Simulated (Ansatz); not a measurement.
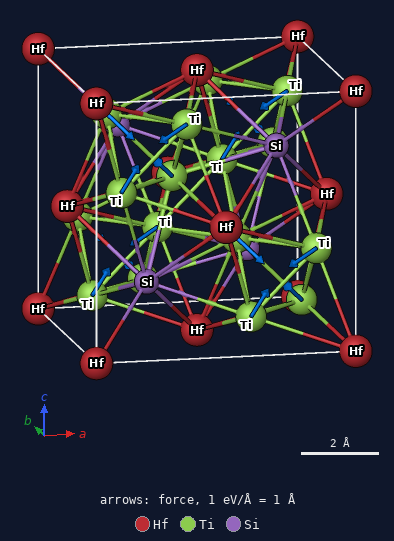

Starting geometry of solid HfTi4Si (a generated structure, set up in F-43m) (coarse preliminary run) with the computed forces as blue arrows. A ball-and-stick model of the conventional cell (4 times the calculation's cell), seen slightly off an axis. Lengths and directions refer to the drawn axes.

The calculation used Ansatz, DFT PBE, scalar-relativistic, plane waves, PAW. Settings: plane-wave cutoff 420 eV; k-point mesh 4 × 4 × 4; occupations gaussian; smearing width 0.1 eV; no spin polarisation; cell and atoms relaxed; force threshold 0.04 eV/Å; at most 70 steps.

### Is this structure relaxed? If not, where do the atoms go?

It isn't relaxed: the largest force vector, on Ti atoms, is 1.08 eV/Å. The atoms end up moving mostly along the starting forces (cosine between the two patterns 1.00). The largest moves relative to the cell, 0.048 Å, are those of Ti atoms. Hf and Si stay in place. Cell: a = b = c 6.936 → 7.490 Å (+8.0 %). Volume +25.9 %. Near-neighbour distances that change, for instance: Ti–Ti 2.438 → 2.710 Å, Hf–Si 3.003 → 3.243 Å, Si–Ti 2.874 → 3.112 Å, Hf–Ti 2.877 → 3.099 Å. The space group stays F-43m (No. 216). After 5 accepted moves (7 points after the start) the energy has fallen by 332 meV per atom. The largest force component goes from 0.62 to 0.00037 eV/Å. The pressure goes from 33.60 to 0.03 GPa. At 2 points the geometry stayed and the basis and grid were re-selected for the new cell (energy shift of 2.8 meV per atom at most each time). The run took 47 s on 1 thread of AMD EPYC 7R43 64-Core Processor (Zen 3) (shared host), peak memory 0.42 GiB.
